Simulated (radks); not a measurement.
**Ru with its nuclear charge varied continuously**

What is the energy between the elements? 44 electrons are held in [Kr] 4d7 5s1 while Z is changed in small steps.

The numbers are computed with radks (a radial shooting solver on a logarithmic mesh, Libxc functionals) version 1 (Dirac Kohn-Sham, PBE, spin-unpolarised, spherical densities, finite nucleus; open shells are shared between the two j in proportion to 2j + 1), except any that are marked as measured or tabulated.

## Step 1: What is computed

| Item | Value |
| --- | --- |
| element | ruthenium (Z = 44) |
| charge | 0 |
| electrons | 44 |
| configuration | [Kr] 4d7 5s1 |
| nuclear rms radius | 4.4809 fm |

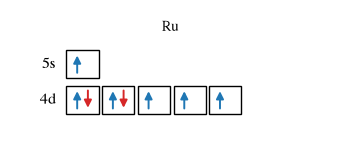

The shells outside the core, filled by Hund's rule for the drawing.

In the logs a row gives level, spin channel, occupation and eigenvalue; Etot, Ekin, Encl (electron-nucleus), Eh (Hartree) and Exc are energies, all in hartree; err is the last residual, it the number of iterations.

## Step 2: Z = 44

The run's settings:

```text
Z 44
configuration [Kr] 4d7 5s1
relativity Dirac
functional pbe,pbe
spin unpolarised
j_filling average
nucleus finite rms 4.4809 fm
c 137.035999084
```

The log of the run:

```text
1s1/2   1   2.0000        -805.73929313
2s1/2   1   2.0000        -115.82325642
2p1/2   1   2.0000        -107.02254468
2p3/2   1   4.0000        -102.21118832
3s1/2   1   2.0000         -20.39768386
3p1/2   1   2.0000         -16.98324676
3p3/2   1   4.0000         -16.16692042
3d3/2   1   4.0000         -10.12409803
3d5/2   1   6.0000          -9.96506065
4s1/2   1   2.0000          -2.80498922
4p1/2   1   2.0000          -1.79020520
4p3/2   1   4.0000          -1.66604008
4d3/2   1   2.8000          -0.19838270
4d5/2   1   4.2000          -0.18656101
5s1/2   1   1.0000          -0.15581390
Etot -4531.464811476043
Ekin 4715.358872888837
Encl -10962.15933362757
Eh 1848.9825713597447
Exc -133.64692209705538
err 3.0340757265571595e-09
it 14
```

Highest occupied level: 5s1/2 at -4.240 eV.

From the orbitals of this run (lengths in bohr):

```csv
level,occupation,energy (eV),<r>,outermost maximum (interpolated),90 % within,nodes
3d3/2,4,-275.49,0.3821,0.300,0.608,0
3d5/2,6,-271.16,0.3856,0.302,0.613,0
4s1/2,2,-76.328,1.019,0.915,1.48,3
4p1/2,2,-48.714,1.108,0.966,1.64,2
4p3/2,4,-45.335,1.139,0.991,1.69,2
4d3/2,2.8,-5.398,1.685,1.21,2.77,1
4d5/2,4.2,-5.077,1.714,1.22,2.83,1
5s1/2,1,-4.240,3.390,2.74,5.16,4
```

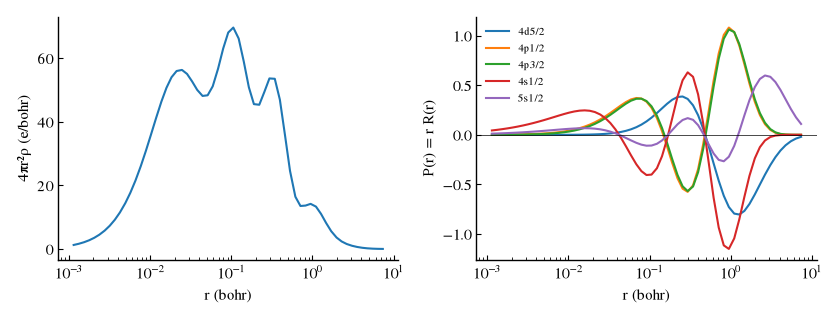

Left: shells in the radial density. Right: radial functions of the outer levels.

## Step 3: Z = 43.75

Changes since step 2:

```diff
@@ -1,2 +1,2 @@
-Z 44
+Z 43.75
 configuration [Kr] 4d7 5s1
```

The log of the run:

```text
1s1/2   1   2.0000        -795.71597616
2s1/2   1   2.0000        -114.06578517
2p1/2   1   2.0000        -105.33715907
2p3/2   1   4.0000        -100.64560721
3s1/2   1   2.0000         -19.94021013
3p1/2   1   2.0000         -16.56145575
3p3/2   1   4.0000         -15.76830246
3d3/2   1   4.0000          -9.78919337
3d5/2   1   6.0000          -9.63517272
4s1/2   1   2.0000          -2.66485081
4p1/2   1   2.0000          -1.66672342
4p3/2   1   4.0000          -1.54724384
4d3/2   1   2.8000          -0.11352583
4d5/2   1   4.2000          -0.10263613
5s1/2   1   1.0000          -0.09683596
Etot -4469.425805511046
Ekin 4648.680147549278
Encl -10813.750607686794
Eh 1828.090011671131
Exc -132.44535704466094
err 2.493092616901506e-09
it 14
```

Energy against step 2 (Z = 44): +1688.2 eV. 5s1/2 is the highest filled level (-2.635 eV).

## Step 4: Z = 44.25

Changes since step 3:

```diff
@@ -1,2 +1,2 @@
-Z 43.75
+Z 44.25
 configuration [Kr] 4d7 5s1
```

The log of the run:

```text
1s1/2   1   2.0000        -815.84045423
2s1/2   1   2.0000        -117.60484407
2p1/2   1   2.0000        -108.73182145
2p3/2   1   4.0000        -103.79830559
3s1/2   1   2.0000         -20.86891488
3p1/2   1   2.0000         -17.41868411
3p3/2   1   4.0000         -16.57866388
3d3/2   1   4.0000         -10.47202818
3d5/2   1   6.0000         -10.30785428
4s1/2   1   2.0000          -2.95553094
4p1/2   1   2.0000          -1.92387890
4p3/2   1   4.0000          -1.79484938
4d3/2   1   2.8000          -0.29255336
4d5/2   1   4.2000          -0.27976156
5s1/2   1   1.0000          -0.22065814
Etot -4593.995540696775
Ekin 4782.624732721282
Encl -11111.415046712045
Eh 1869.6385082815862
Exc -134.84373498759726
err 1.5482834638459077e-09
it 15
```

E − E(step 2, Z = 44) = -1701.5 eV. The top filled level is 5s1/2, -6.004 eV.

## Step 5: Z = 44.5

Changes since step 4:

```diff
@@ -1,2 +1,2 @@
-Z 44.25
+Z 44.5
 configuration [Kr] 4d7 5s1
```

The log of the run:

```text
1s1/2   1   2.0000        -826.01862185
2s1/2   1   2.0000        -119.40960647
2p1/2   1   2.0000        -110.46404871
2p3/2   1   4.0000        -105.40598443
3s1/2   1   2.0000         -21.35290856
3p1/2   1   2.0000         -17.86677372
3p3/2   1   4.0000         -17.00252943
3d3/2   1   4.0000         -10.83198270
3d5/2   1   6.0000         -10.66255026
4s1/2   1   2.0000          -3.11540315
4p1/2   1   2.0000          -2.06667714
4p3/2   1   4.0000          -1.93260055
4d3/2   1   2.8000          -0.39512320
4d5/2   1   4.2000          -0.38132364
5s1/2   1   1.0000          -0.29080758
Etot -4657.017348576155
Ekin 4850.478439943641
Encl -11261.559499130653
Eh 1890.100318960839
Exc -136.0366083499825
err 1.4365606587193837e-09
it 15
```

E − E(step 2, Z = 44) = -3416.5 eV. 5s1/2 is the highest filled level (-7.913 eV).

## Step 6: Z = 44.75

Changes since step 5:

```diff
@@ -1,2 +1,2 @@
-Z 44.5
+Z 44.75
 configuration [Kr] 4d7 5s1
```

The log of the run:

```text
1s1/2   1   2.0000        -836.27322468
2s1/2   1   2.0000        -121.23686620
2p1/2   1   2.0000        -112.21855001
2p3/2   1   4.0000        -107.03351408
3s1/2   1   2.0000         -21.84893854
3p1/2   1   2.0000         -18.32678981
3p3/2   1   4.0000         -17.43778198
3d3/2   1   4.0000         -11.20322848
3d5/2   1   6.0000         -11.02841323
4s1/2   1   2.0000          -3.28381815
4p1/2   1   2.0000          -2.21782016
4p3/2   1   4.0000          -2.07851091
4d3/2   1   2.8000          -0.50542822
4d5/2   1   4.2000          -0.49058330
5s1/2   1   1.0000          -0.36586393
Etot -4720.529801986416
Ekin 4918.920962295046
Encl -11412.62356393044
Eh 1910.3989627527762
Exc -137.2261631037979
err 7.621104587107807e-09
it 14
```

E − E(step 2, Z = 44) = -5144.7 eV. Highest occupied level: 5s1/2 at -9.956 eV.

## Step 7: Z = 45

Changes since step 6:

```diff
@@ -1,2 +1,2 @@
-Z 44.75
+Z 45
 configuration [Kr] 4d7 5s1
```

The log of the run:

```text
1s1/2   1   2.0000        -846.60385677
2s1/2   1   2.0000        -123.08610974
2p1/2   1   2.0000        -113.99481275
2p3/2   1   4.0000        -108.68034729
3s1/2   1   2.0000         -22.35644536
3p1/2   1   2.0000         -18.79817341
3p3/2   1   4.0000         -17.88385328
3d3/2   1   4.0000         -11.58519898
3d5/2   1   6.0000         -11.40487445
4s1/2   1   2.0000          -3.46016746
4p1/2   1   2.0000          -2.37670881
4p3/2   1   4.0000          -2.23197886
4d3/2   1   2.8000          -0.62295827
4d5/2   1   4.2000          -0.60703016
5s1/2   1   1.0000          -0.44552584
Etot -4784.532627165691
Ekin 4987.9534586652435
Encl -11564.631446553529
Eh 1930.5582607083302
Exc -138.41289998573603
err 5.668282271361932e-09
it 14
```

Energy against step 2 (Z = 44): -6886.3 eV. The top filled level is 5s1/2, -12.123 eV.

## Step 8: Summary of results

```csv
Z,E (hartree),E(electron-nucleus)/Z (hartree),highest level,its energy (eV),<r> (bohr)
43.75,-4469.42581,-247.171,5s1/2,-2.635,3.584
44,-4531.46481,-249.140,5s1/2,-4.240,3.390
44.25,-4593.99554,-251.105,5s1/2,-6.004,3.227
44.5,-4657.01735,-253.069,5s1/2,-7.913,3.087
44.75,-4720.52980,-255.031,5s1/2,-9.956,2.966
45,-4784.53263,-256.992,5s1/2,-12.123,2.858
```

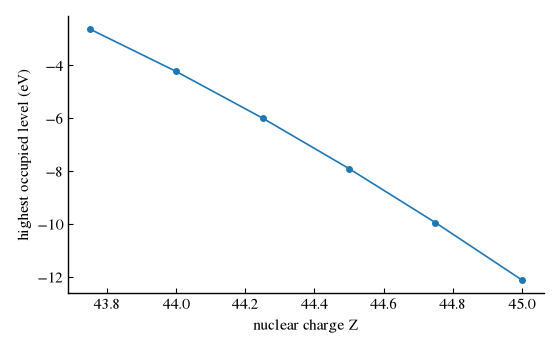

The highest occupied level against the nuclear charge.

**Reading.** At Z = 44 the central difference of E is -249.139 hartree, against -249.140 from the Hellmann-Feynman theorem. The top level goes from -2.635 eV at Z = 43.75 to -12.123 eV at Z = 45.
